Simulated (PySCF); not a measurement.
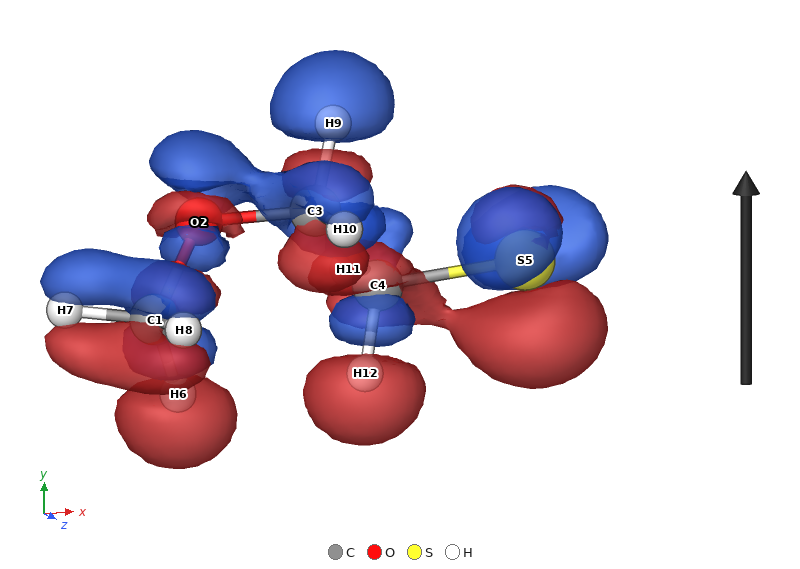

Figure 1: C₃H₇OS, doublet, SMILES `COCC[S]`. Change of the electron density in a uniform field of 0.51 V/Å along +y (arrow), surfaces at ±0.004 e/Å³ (red: gain, blue: loss).

Method: M06-2X/6-311+G**; geometry: GFN2-xTB; program: PySCF. No frequency check shows the geometry to be a minimum. The basis has diffuse s and p functions alone, which still leaves polarisabilities too small, most of all across bonds. The stability of the open-shell solution wasn't checked. GFN2-xTB bond lengths at metals and heavier atoms can be off by up to 0.1 Å and shapes distorted, which carries into these values. GFN2-xTB doesn't know the spin state, so this open-shell geometry is rough.

Input

```python
import numpy as np
from pyscf import gto, scf, dft
from pyscf.scf import atom_ks, atom_hf
from scipy.linalg import block_diag

def solve(mol, dm0=None, hcore=None):
    mf = (dft.UKS if mol.spin else dft.RKS)(mol, xc='m062x')
    mf.grids.level = 3
    mf = mf.density_fit(auxbasis='def2-universal-jkfit')
    mf.conv_tol, mf.max_cycle = 1e-8, 80
    if hcore is not None:
        mf.get_hcore = lambda *args: hcore
    mf.kernel(dm0)
    if not mf.converged:
        mf = mf.newton().run(mf.mo_coeff, mf.mo_occ, max_cycle=30)
    assert mf.converged, 'SCF not converged'
    return mf

mol = gto.M(atom='''
C     -2.46231    -0.53091     0.22951
O     -1.72878     0.53257    -0.32764
C     -0.42449     0.67515     0.16404
C      0.54458    -0.37346    -0.40428
S      2.22585    -0.06563     0.12670
H     -2.07456    -1.50640    -0.08441
H     -3.48175    -0.42144    -0.13509
H     -2.45910    -0.48279     1.32481
H     -0.09952     1.67083    -0.14895
H     -0.41108     0.62469     1.26261
H      0.52131    -0.34467    -1.49516
H      0.27463    -1.37531    -0.06542
''', basis='6-311+g**', charge=0, spin=1, verbose=4)
field = np.array([-0.0, -0.01, -0.0])  # atomic units
mol.set_common_orig(mol.atom_charges() @ mol.atom_coords() / mol.atom_charges().sum())
mf = solve(mol)
out = dict(dm0=mf.make_rdm1(), d0=mf.dip_moment(unit='AU'), e0=mf.e_tot)
for name, sign in (('p', 1), ('m', -1)):
    h = mf.get_hcore() + sign * np.einsum('x,xij->ij', field, mol.intor('int1e_r'))
    mi = solve(mol, mf.make_rdm1(), h)
    out.update({'dm' + name: mi.make_rdm1(), 'd' + name: mi.dip_moment(unit='AU'), 'e' + name: mi.e_tot})
# spherically averaged free atoms, for the promolecule
atm = atom_ks.get_atm_nrks(mol, xc='m062x')
pro = block_diag(*[(atm[a[0]][2] * atm[a[0]][3]) @ atm[a[0]][2].T for a in mol._atom])
np.savez('result.npz', pro=pro, **out)
```

Launched as:

```sh
OMP_NUM_THREADS=1 python input.py
```

The run took 2.6 min on 1 thread of Intel(R) Xeon(R) 6975P-C (Granite Rapids) (shared host), peak memory 0.82 GiB.

Partitions, critical points and surface values were worked out afterwards from this run's density.

The field was applied in both directions; the picture shows the one opposite to the script's first.

How large is the response?

Answer. The induced dipole is 1.27 D (along the field); α along this axis, from the fields in both directions, is 50 bohr³ (7.4 Å³).
